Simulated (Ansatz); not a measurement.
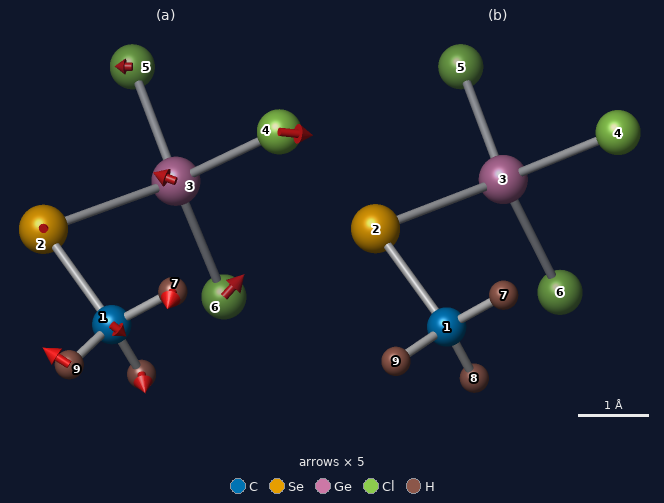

The structure of CH$_{3}$Cl$_{3}$GeSe (coarse preliminary run) before (left) and after (right) a relaxation, at one scale. The red arrows give the displacements, magnified 5 times.

Style: ball-and-stick. Shown from a free direction.

The start comes from a force field.

All numbers below come from RKS PBE-D4/def2-SVP (Ansatz 0.2.0). Settings: force threshold 0.03 eV/Å; at most 200 steps.

### What changed between the two?

Cl4 moves most after the best rigid fit: 0.11 Å. By element the largest moves are Cl 0.11 Å, H 0.09 Å, Ge 0.07 Å, C 0.06 Å, Se 0.02 Å. Some distances before and after: Ge3–Cl4 2.082 → 2.172 Å, C1–Se2 1.925 → 1.977 Å, Se2–Ge3 2.384 → 2.336 Å, C1–H8 1.147 → 1.105 Å. Bond angles that change, for instance: Se2–C1–H9 113.4° → 105.6°, Cl4–Ge3–Cl6 112.3° → 105.4°, H7–C1–H8 106.7° → 111.0°. After 4 geometry steps the energy has fallen by 5.29 kcal/mol. The largest force component goes from 2.1 to 0.0069 eV/Å. The run took 11 s on 4 threads of Arm Neoverse V2, on a shared host.
